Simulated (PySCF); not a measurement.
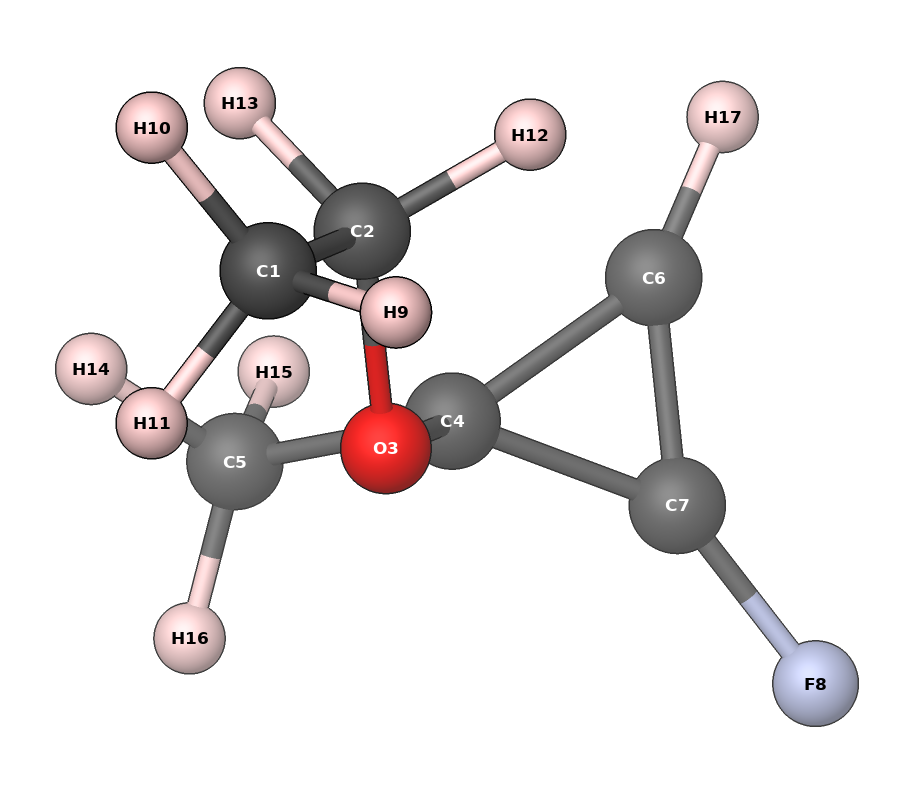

C4 lies behind O3. The molecule seen a little off the O3–C4 bond, O3 in front. Distant atoms are faded towards the background colour. Geometry: a frame of a GFN2-xTB molecular-dynamics simulation, not a minimum.

What is the torsion angle C2–O3–C4–C5? The sign is positive where the front bond must turn clockwise to cover the back bond.

Answer. −103°, anticlinal.
